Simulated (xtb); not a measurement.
# C$_{2}$H$_{6}$GeO: calculation of the molecule and its ions

System: C$_{2}$H$_{6}$GeO.
Method: GFN2-xTB (xtb 6.7.1).

The geometry was optimised with GFN2-xTB.

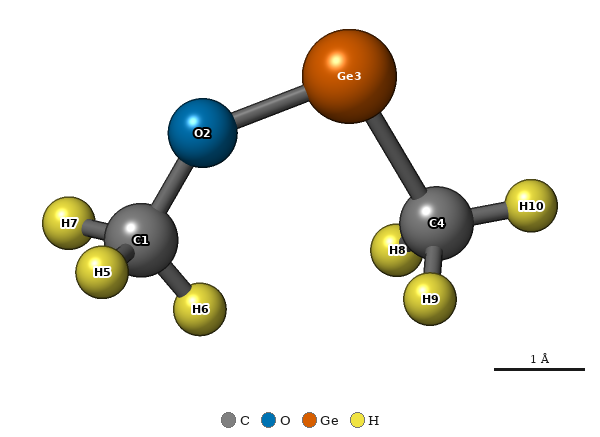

Figure 1. The structure (ball-and-stick view, seen at a tilt; atoms are numbered from 1 in the order of the input). Sticks mark near contacts.

Input (coord)
```
$coord
     -1.053352239128      1.324149992787     -2.634316012251  c
      1.515957194436      1.250034934179     -1.980584156698  o
      3.419988545825      0.101119244929      0.503290758772  ge
      0.718549461628     -1.465085767161      2.824743713829  c
     -1.640357865220      3.293339100953     -2.840466235186  h
     -2.237416834296      0.415626363850     -1.208687726572  h
     -1.317649334918      0.360314080182     -4.441517797014  h
     -0.316510228614     -2.949484535316      1.836001210903  h
     -0.638538457511     -0.034336323684      3.427736422936  h
      1.549310860536     -2.295620398934      4.513818718542  h
$end
```

Hardware: 1 thread of Intel Xeon @ 2.50GHz (Skylake/Cascade Lake), 189 GiB of memory available, shared host.

Run as:
```bash
xtb coord --acc 100 --gfn 2 --vipea > coord.out
```

Output
```
* xtb version 6.7.1
   ID    Z sym.   atoms
    1    6 c      1, 4
    2    8 o      2
    3   32 ge     3
    4    1 h      5-10

           -------------------------------------------------
          |                Calculation Setup                |
           -------------------------------------------------

          program call               : xtb coord --acc 100 --gfn 2 --vipea
          coordinate file            : coord
          omp threads                :                     1

           -------------------------------------------------
          |                 G F N 2 - x T B                 |
           -------------------------------------------------

      * Hamiltonian:
        H0-scaling (s, p, d)           1.850000    2.230000    2.230000
        zeta-weighting                 0.500000
      * Dispersion:
        s8                             2.700000
        a1                             0.520000
        a2                             5.000000
        s9                             5.000000
      * Repulsion:
        kExp                           1.500000    1.000000
        rExp                           1.000000
      * Coulomb:
        alpha                          2.000000
        third order                    shell-resolved
        anisotropic                    true
        a3                             3.000000
        a5                             4.000000
        cn-shift                       1.200000
        cn-exp                         4.000000
        max-rad                        5.000000

          ...................................................
          :                      SETUP                      :
          :.................................................:
          :  # basis functions                  28          :
          :  # atomic orbitals                  27          :
          :  # shells                           15          :
          :  # electrons                        24          :
          :  max. iterations                   250          :
          :  Hamiltonian                  GFN2-xTB          :
          :  restarted?                      false          :
          :  GBSA solvation                  false          :
          :  PC potential                    false          :
          :  electronic temp.          300.0000000     K    :
          :  accuracy                  100.0000000          :
          :  -> integral cutoff          0.2000000E+02      :
          :  -> integral neglect         0.1000000E-05      :
          :  -> SCF convergence          0.1000000E-03 Eh   :
          :  -> wf. convergence          0.1000000E-01 e    :
          :  Broyden damping             0.4000000          :
          :  net charge                          0          :
          :  unpaired electrons                  0          :
          ...................................................

 iter      E             dE          RMSdq      gap      omega  full diag
   1    -13.1766121 -0.131766E+02  0.126E+01    2.11       0.0  T
   2    -13.2919696 -0.115357E+00  0.746E+00    4.71       1.0  T
   3    -13.4721311 -0.180162E+00  0.442E+00    3.22       1.0  T
   4    -13.4084920  0.636391E-01  0.423E+00    2.86       1.0  T
   5    -13.4741383 -0.656462E-01  0.819E-01    3.38       1.0  T
   6    -13.4744874 -0.349174E-03  0.321E-01    3.42       1.0  T
   7    -13.4745330 -0.456077E-04  0.257E-02    3.45       1.2  T
   8    -13.4745363 -0.322921E-05  0.126E-02    3.44       2.5  T

   *** convergence criteria satisfied after 8 iterations ***

         #    Occupation            Energy/Eh            Energy/eV
      -------------------------------------------------------------
         1        2.0000           -0.6759818             -18.3944
       ...           ...                  ...                  ...
         6        2.0000           -0.5159171             -14.0388
         7        2.0000           -0.5020766             -13.6622
         8        2.0000           -0.4552263             -12.3873
         9        2.0000           -0.4527172             -12.3191
        10        2.0000           -0.4167056             -11.3391
        11        2.0000           -0.4128044             -11.2330
        12        2.0000           -0.3633050              -9.8860 (HOMO)
        13                         -0.2367972              -6.4436 (LUMO)
        14                         -0.1345751              -3.6620
        15                         -0.0886257              -2.4116
        16                          0.0418436               1.1386
        17                          0.0599566               1.6315
       ...                                ...                  ...
        27                          0.7451525              20.2766
      -------------------------------------------------------------
                  HL-Gap            0.1265078 Eh            3.4425 eV
             Fermi-level           -0.3000511 Eh           -8.1648 eV

 SCC (total)                   0 d,  0 h,  0 min,  0.008 sec
 SCC setup                      ...        0 min,  0.000 sec (  1.383%)
 Dispersion                     ...        0 min,  0.000 sec (  0.731%)
 classical contributions        ...        0 min,  0.000 sec (  0.260%)
 integral evaluation            ...        0 min,  0.001 sec ( 12.390%)
 iterations                     ...        0 min,  0.004 sec ( 50.478%)
 molecular gradient             ...        0 min,  0.003 sec ( 30.966%)
 printout                       ...        0 min,  0.000 sec (  3.494%)

         :::::::::::::::::::::::::::::::::::::::::::::::::::::
         ::                     SUMMARY                     ::
         :::::::::::::::::::::::::::::::::::::::::::::::::::::
         :: total energy             -13.359432043755 Eh    ::
         :: gradient norm              0.000122258696 Eh/a0 ::
         :: HOMO-LUMO gap              3.442452012349 eV    ::
         ::.................................................::
         :: SCC energy               -13.474533856246 Eh    ::
         :: -> isotropic ES            0.010488552365 Eh    ::
         :: -> anisotropic ES          0.002902097030 Eh    ::
         :: -> anisotropic XC          0.003457538645 Eh    ::
         :: -> dispersion             -0.005053133316 Eh    ::
         :: repulsion energy           0.115101812491 Eh    ::
         :: add. restraining           0.000000000000 Eh    ::
         :: total charge               0.000000000000 e     ::
         :::::::::::::::::::::::::::::::::::::::::::::::::::::

           -------------------------------------------------
          |        vertical delta SCC IP calculation        |
           -------------------------------------------------

 iter      E             dE          RMSdq      gap      omega  full diag
   1    -12.9233774 -0.129234E+02  0.394E+00    3.44       0.0  T
   2    -12.8286951  0.946823E-01  0.412E+00    3.48       1.0  T
   3    -12.9514690 -0.122774E+00  0.249E+00    3.61       1.0  T
   4    -12.9731864 -0.217174E-01  0.200E+00    3.72       1.0  T
   5    -12.9713686  0.181781E-02  0.211E+00    3.67       1.0  T
   6    -12.8836505  0.877181E-01  0.381E+00    3.75       1.0  T
   7    -12.9788340 -0.951836E-01  0.804E-01    3.90       1.0  T
   8    -12.9821204 -0.328638E-02  0.278E-01    4.02       1.0  T
   9    -12.9822410 -0.120559E-03  0.201E-01    4.02       1.0  T
  10    -12.9823354 -0.944549E-04  0.390E-02    4.03       1.0  T
  11    -12.9823260  0.947467E-05  0.544E-02    4.03       1.0  T
     SCC iter.                  ...        0 min,  0.005 sec
     gradient                   ...        0 min,  0.003 sec
------------------------------------------------------------------------
empirical IP shift (eV):    4.8455
delta SCC IP (eV):    8.5482
------------------------------------------------------------------------
           -------------------------------------------------
          |        vertical delta SCC EA calculation        |
           -------------------------------------------------

 iter      E             dE          RMSdq      gap      omega  full diag
   1    -13.3838719 -0.133839E+02  0.931E+00    2.62       0.0  T
   2    -13.5551419 -0.171270E+00  0.129E+01    2.43       1.0  T
   3    -13.5097083  0.454336E-01  0.176E+01    2.22       1.0  T
   4    -13.5765790 -0.668707E-01  0.390E+00    2.64       1.0  T
   5    -13.5794935 -0.291447E-02  0.180E+00    2.70       1.0  T
   6    -13.5802012 -0.707748E-03  0.151E-01    2.75       1.0  T
   7    -13.5802054 -0.415726E-05  0.285E-02    2.75       1.1  T
   8    -13.5802072 -0.184262E-05  0.135E-02    2.75       2.3  T
     SCC iter.                  ...        0 min,  0.003 sec
     gradient                   ...        0 min,  0.002 sec
------------------------------------------------------------------------
empirical EA shift (eV):    4.8455
delta SCC EA (eV):   -1.9701
------------------------------------------------------------------------
           -------------------------------------------------
          |                Property Printout                |
           -------------------------------------------------

    * Orbital Energies and Occupations

         #    Occupation            Energy/Eh            Energy/eV
      -------------------------------------------------------------
         1        2.0000           -0.4547804             -12.3752
         2        2.0000           -0.4182533             -11.3813
         3        2.0000           -0.3589855              -9.7685
         4        2.0000           -0.3373719              -9.1804
         5        2.0000           -0.3346621              -9.1066
         6        2.0000           -0.3265098              -8.8848
         7        2.0000           -0.2607359              -7.0950
         8        2.0000           -0.2542218              -6.9177
         9        2.0000           -0.2531224              -6.8878
        10        2.0000           -0.1995973              -5.4313
        11        2.0000           -0.1855878              -5.0501
        12        2.0000           -0.1187867              -3.2324
        13        1.0000            0.0279281               0.7600 (HOMO)
        14                          0.1290594               3.5119 (LUMO)
        15                          0.1846400               5.0243
        16                          0.2998115               8.1583
        17                          0.3277274               8.9179
        18                          0.3331667               9.0659
        19                          0.3418450               9.3021
        20                          0.3607028               9.8152
        21                          0.4037213              10.9858
        22                          0.4049479              11.0192
        23                          0.4076054              11.0915
        24                          0.4622140              12.5775
       ...                                ...                  ...
        27                          1.0392395              28.2791
      -------------------------------------------------------------
                  HL-Gap            0.1011313 Eh            2.7519 eV
             Fermi-level            0.0165322 Eh            0.4499 eV

     #   Z          covCN         q      C6AA      α(0)
     1   6 c        3.636     0.101    19.275     6.317
     2   8 o        1.630    -0.501    22.928     6.463
     3  32 ge       1.656    -0.060   261.348    33.815
     4   6 c        3.637    -0.154    23.902     7.033
     5   1 h        0.924    -0.043     3.925     3.098
     6   1 h        0.924    -0.024     3.516     2.932
     7   1 h        0.924    -0.043     3.925     3.098
     8   1 h        0.924    -0.090     5.224     3.574
     9   1 h        0.924    -0.090     5.224     3.574
    10   1 h        0.925    -0.095     5.391     3.631

 Mol. C6AA /au·bohr⁶  :       1798.129473
 Mol. C8AA /au·bohr⁸  :      71363.350928
 Mol. α(0) /au        :         73.536800

Wiberg/Mayer (AO) data.
largest (>0.10) Wiberg bond orders for each atom

 ---------------------------------------------------------------------------
     #   Z sym  total        # sym  WBO       # sym  WBO       # sym  WBO
 ---------------------------------------------------------------------------
     1   6 c    3.990 --     2 o    1.039     6 h    0.988     7 h    0.980
                             5 h    0.980
     2   8 o    1.990 --     1 c    1.039     3 ge   0.889
     3  32 ge   1.688 --     2 o    0.889     4 c    0.810
     4   6 c    3.809 --    10 h    0.996     9 h    0.990     8 h    0.990
                             3 ge   0.810
     5   1 h    0.998 --     1 c    0.980
     6   1 h    0.999 --     1 c    0.988
     7   1 h    0.998 --     1 c    0.980
     8   1 h    0.992 --     4 c    0.990
     9   1 h    0.992 --     4 c    0.990
    10   1 h    0.991 --     4 c    0.996
 ---------------------------------------------------------------------------

Topologies differ in total number of bonds
Writing topology from bond orders to xtbtopo.mol

molecular dipole:
                 x           y           z       tot (Debye)
 q only:       -1.063       0.046      -0.298
   full:       -2.752      -0.157      -0.268       7.040
molecular quadrupole (traceless):
                xx          xy          yy          xz          yz          zz
 q only:        2.454      -0.633       2.027       0.652       5.233      -4.482
  q+dip:       -8.474      -1.343       7.163      -1.216       4.489       1.311
   full:       -7.078      -1.352       5.429      -0.404       3.001       1.649

           -------------------------------------------------
          | TOTAL ENERGY              -13.465102979520 Eh   |
          | GRADIENT NORM               0.089775302003 Eh/α |
          | HOMO-LUMO GAP               2.751922153537 eV   |
           -------------------------------------------------

------------------------------------------------------------------------
------------------------------------------------------------------------
 total:
 *  cpu-time:     0 d,  0 h,  0 min,  0.039 sec
 * ratio c/w:     0.983 speedup
 SCF:
 *  cpu-time:     0 d,  0 h,  0 min,  0.024 sec
 * ratio c/w:     0.995 speedup
```

Standard error
```
normal termination of xtb
```

Summary

```json
{"quantity": "outcome", "value": "converged"}
{"quantity": "electrons treated", "value": "24"}
{"quantity": "total energy", "value": "−13.359432 hartree"}
{"quantity": "dispersion energy", "value": "−0.005053 hartree"}
{"quantity": "basis functions", "value": "28"}
{"quantity": "peak memory", "value": "0.071 GiB"}
```

Remarks

Settings chosen away from the usual ones: method = gfn2-xtb; task = vipea; x = {"accuracy": 100}; geo = {"prev": "A"}. These settings are looser than, or depart from, a standard set-up, so the numbers are not reference values for this system.
